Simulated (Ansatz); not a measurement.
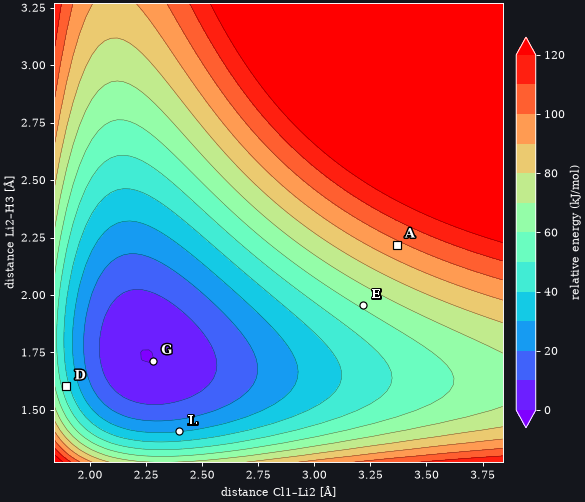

The system Cl⁻ + LiH. The first coordinate is: distance Cl1–Li2; the second: distance Li2–H3. Nothing is relaxed (the angle Cl1–Li2–H3 is fixed at 90 degrees). The grid has 17 × 17 points. Energies are in kJ/mol, from the lowest grid point. The restricted reference is unstable at some or all points, so the energies there are unreliable. Method: RHF-MP2, frozen core/aug-cc-pVTZ in Ansatz 0.2.0.

In the figure: filled contours, one colour for all values above the top of the scale, lettered points. Between grid points the surface is interpolated.

### What kind of point is each of A, D, E, G, L: minimum, saddle, maximum or slope?

A: on a slope; D: on a slope; E: on a slope; G: minimum; L: on a slope. (In these two coordinates alone; a stationary point may lie a little off the grid point.)

### Rank the lettered points by energy, lowest first.

G (0 kJ/mol), L (30 kJ/mol), D (44 kJ/mol), E (61 kJ/mol), A (98 kJ/mol).
